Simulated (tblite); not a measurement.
Run report: C2H8FN2Si (charge −1), relaxed scan

System: C2H8FN2Si, charge −1, SMILES CN(C)[Si-](N)F.
Method: GFN2-xTB relaxed scan under a harmonic restraint, gas phase (tblite 0.8.0).

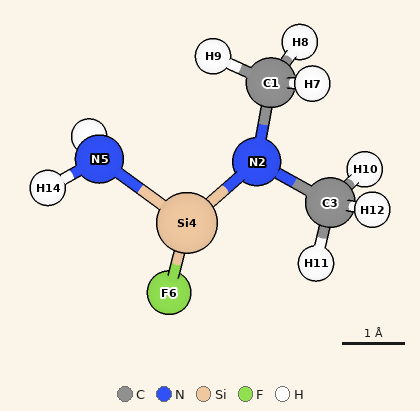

Fig. 1: The structure (ball-and-stick view, seen at a tilt; atoms are numbered from 1 in the order of the input).

**Input file**
```
{"job": {"xc": "GFN2-xTB", "basis": "xTB", "coordinate": [["t", [13, 3, 12, 4], 0.3333333333333333], ["t", [3, 12, 13, 4], 0.3333333333333333], ["t", [12, 13, 3, 4], 0.3333333333333333]], "kind": "drive"}, "charge": -1, "multiplicity": 1}
C     -0.471580    -1.359559    -0.177647
N     -0.320441     0.035295    -0.389204
C     -1.568952     0.697477    -0.506248
Si     0.818316     0.833025     0.760694
N      2.288461    -0.063355     0.309078
F      0.998632     2.265739    -0.216402
H     -1.104819    -1.596076     0.707944
H     -0.945730    -1.849797    -1.047751
H      0.509511    -1.801042    -0.013552
H     -2.141801     0.327053    -1.375163
H     -1.396878     1.764509    -0.631300
H     -2.218003     0.561970     0.389694
H      2.428575    -0.185403    -0.693633
H      3.124032     0.369690     0.682437
```

The first line tells a small driver script what to run in tblite; the rest is the geometry in Å.

Launched with:
```bash
OMP_NUM_THREADS=1 python <driver script> task.json out
```

**The program's output**
```
point  coordinate     E/eV
  0     23.200     -568.41767
  1     11.900     -568.36895
  2      0.200     -568.33619
  3    -11.700     -568.34168
  4    -23.100     -568.37680
  5    -32.300     -568.39043
  6    -40.600     -568.34218
```

**Summary**

- outcome: converged
- hardware: 1 CPU thread, shared host
- wall time: 1.2 s
- peak memory: 0.18 GiB
